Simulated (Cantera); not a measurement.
A closed system holds: 1 mol Pb, 0.7 mol O2, 27 mol N2, equilibrated at 7.50 Torr.

Method: chemical equilibrium by Gibbs-energy minimisation in Cantera with the NASA 1993 tables (ideal gas, pure condensed phases). Candidate condensed phases: Pb, PbO, PbO2, Pb3O4; 12 gas species. Gases not in the tables: (PbO)n polymers. Rates play no part.

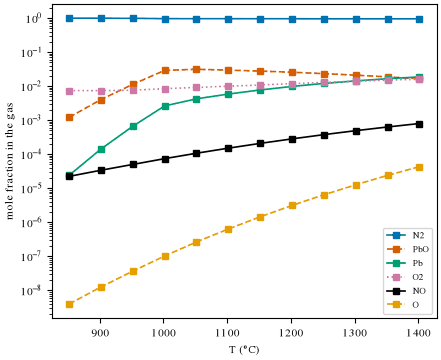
Fig. 1. Equilibrium gas composition (values under 1e-9 drawn at 1e-9)

**Question.** Read off the mole fractions at 1252 °C.

**Answer.** N2 about 0.95, PbO about 0.023, O2 about 0.013, Pb about 0.012, NO about 0.00038, O about 6.4e-6.
